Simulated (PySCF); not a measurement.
Vertical excitations of a molecule C4H5NO from PySCF with TDA-PBE/def2-SVPD, as energy in eV (oscillator strength): 4.39 (0.180), 5.00 (0.004), 5.75 (0.022), 6.31 (0.000), 6.72 (0.001), 6.88 (0.009), 6.94 (0.142), 7.04 (0.017), 7.16 (0.002), 7.33 (0.202). Lowest triplet (TDA): 2.86 eV. Coordinates come from a ωB97X-D3(BJ)/def2-SVP optimisation. Other conformers were not sampled.

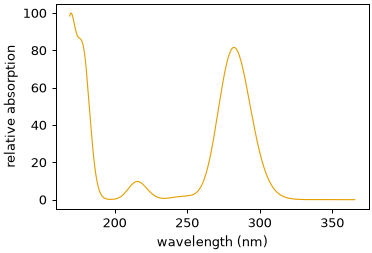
The lines broadened by 0.4 eV.

### Question
Which structure fits?
(A) C=C/C=N/C=O
(B) C[C@H](C#N)C=O
(C) C=C1C=NCO1
(D) CC(=O)CC#N

### Answer
C, C=C1C=NCO1
